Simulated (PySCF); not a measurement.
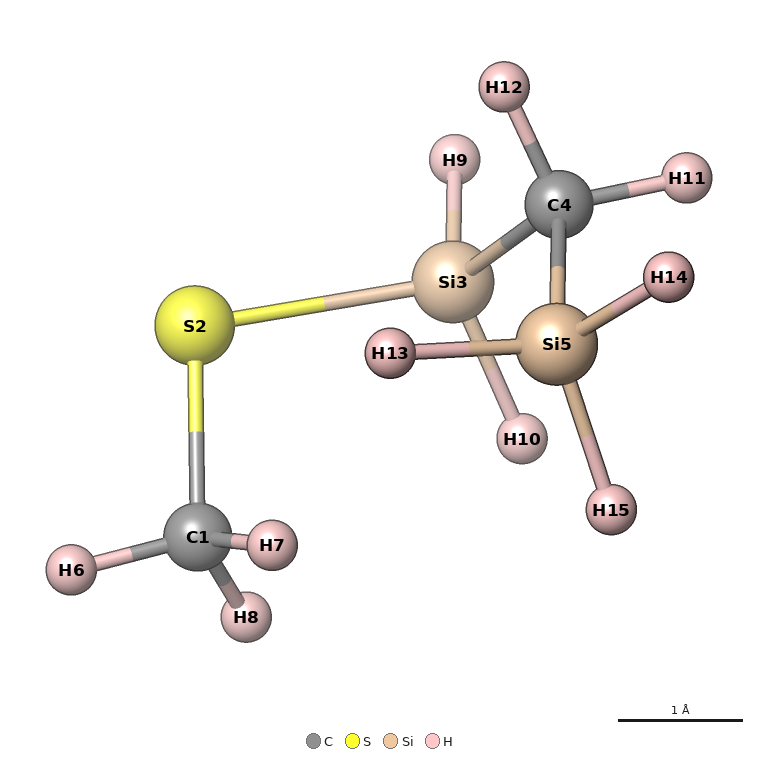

Orthographic view. Depth is shown by fading: the farther an atom, the more it takes the colour of the background. Geometry: an end point of a reaction path computed with GFN2-xTB.

Write a MOL file (V2000) with the atoms in numerical order, bonds sorted by atom number with the orders drawn, and coordinates in the frame of the picture: x right, y up, z towards the viewer, origin at the mean position.

```
C2H10SSi2
                    3D

 15 14  0  0  0  0  0  0  0  0999 V2000
   -1.8500   -1.4200   -0.4900 C   0  0  0  0  0  0  0  0  0  0  0  0
   -1.8800    0.3000   -1.0900 S   0  0  0  0  0  0  0  0  0  0  0  0
    0.2200    0.6500   -1.4100 Si  0  0  0  0  0  4  0  0  0  0  0  0
    1.0800    1.2800    0.1600 C   0  0  0  0  0  0  0  0  0  0  0  0
    1.0600    0.1400    1.6900 Si  0  0  0  0  0  4  0  0  0  0  0  0
   -2.8800   -1.6900   -0.2700 H   0  0  0  0  0  0  0  0  0  0  0  0
   -1.2500   -1.4900    0.4100 H   0  0  0  0  0  0  0  0  0  0  0  0
   -1.4600   -2.0700   -1.2600 H   0  0  0  0  0  0  0  0  0  0  0  0
    0.2300    1.6400   -2.4800 H   0  0  0  0  0  0  0  0  0  0  0  0
    0.7800   -0.6200   -1.8600 H   0  0  0  0  0  0  0  0  0  0  0  0
    2.1200    1.4900   -0.1000 H   0  0  0  0  0  0  0  0  0  0  0  0
    0.6400    2.2300    0.4400 H   0  0  0  0  0  0  0  0  0  0  0  0
   -0.2900    0.0700    2.2500 H   0  0  0  0  0  0  0  0  0  0  0  0
    1.9700    0.6900    2.7000 H   0  0  0  0  0  0  0  0  0  0  0  0
    1.5100   -1.2000    1.3000 H   0  0  0  0  0  0  0  0  0  0  0  0
  1  2  1  0
  1  6  1  0
  1  7  1  0
  1  8  1  0
  2  3  1  0
  3  4  1  0
  3  9  1  0
  3 10  1  0
  4  5  1  0
  4 11  1  0
  4 12  1  0
  5 13  1  0
  5 14  1  0
  5 15  1  0
M  END
```
